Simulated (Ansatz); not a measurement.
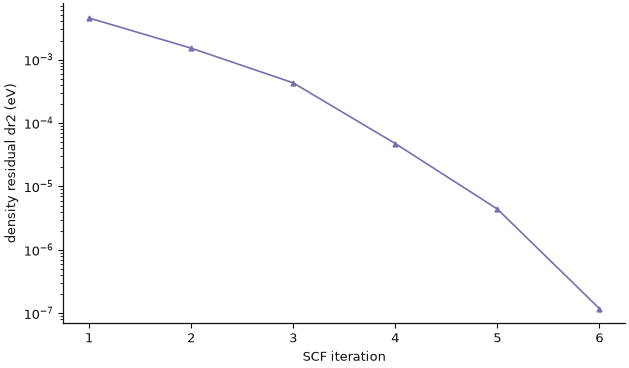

The plot shows the SCF iterations of a calculation: density residual dr2. The starting density is a sum of atomic densities corrected by a trained network.

Ge₃P₂ (5 atoms in the cell), run with Ansatz.

```
crystal:
  lattice:
    - [4.5155938212, 0.0, 0.0]
    - [-2.2577969106, 3.9106189624, 0.0]
    - [0.0, 0.0, 5.4970428911]
  atoms:
    - { symbol: Ge, position: [0.0, 0.0, 0.0] }
    - { symbol: Ge, position: [0.3333333333, 0.6666666667, 0.7038297453] }
    - { symbol: Ge, position: [0.6666666667, 0.3333333333, 0.2961702547] }
    - { symbol: P, position: [0.3333333333, 0.6666666667, 0.2335730123] }
    - { symbol: P, position: [0.6666666667, 0.3333333333, 0.7664269877] }
  symmetry: { detect: false }
basis:
  ecutwfc: 420
kpoints:
  mp_grid: { grid: [12, 12, 8] }
hamiltonian:
  xc: pbe
scf:
  occupations: { method: gaussian, width: 0.1 }
  algorithm: density_mixing
output:
  forces: true
  eigenvalues: true
  stress: true
```

Command:
```bash
ansatz run input.yaml --threads 1 --pin off --max-ram 2560MiB --backend cpu --events-out ev --progress --plain --runs-dir out
```

**How did this run end?**

It did not finish: the time limit cut it off after 6 iterations. The residual goes from 5 × 10⁻³ at the first step to 1.2 × 10⁻⁷ at the last.

**Read the residual at the first and at the last step drawn.**

It starts near 5 × 10⁻³ and ends near 10⁻⁷ eV.
